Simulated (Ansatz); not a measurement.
The starting structures come from a database of crystals and need not be the phases stable at ambient conditions.

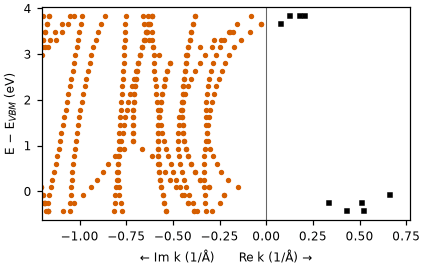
Complex bands at the centre of the two-dimensional zone; r2SCAN run with Ansatz (a program for electronic structure)

No gap correction and no spin-orbit coupling; mid-gap values are interpolated between computed energies.

Question: This is KAs4BrO6 (P6/mmm, not sure to be the ambient phase, 12 atoms a cell, 18.0 Å³ an atom, -2 GPa at this level) along the normal of (100). Read off the slowest decay at the centre of the two-dimensional zone at 1.78 eV, the computed energy nearest the middle of the gap.

Answer: κ ≈ 0.30 1/Å, a decay length 1/(2κ) of the density of 1.7 Å.
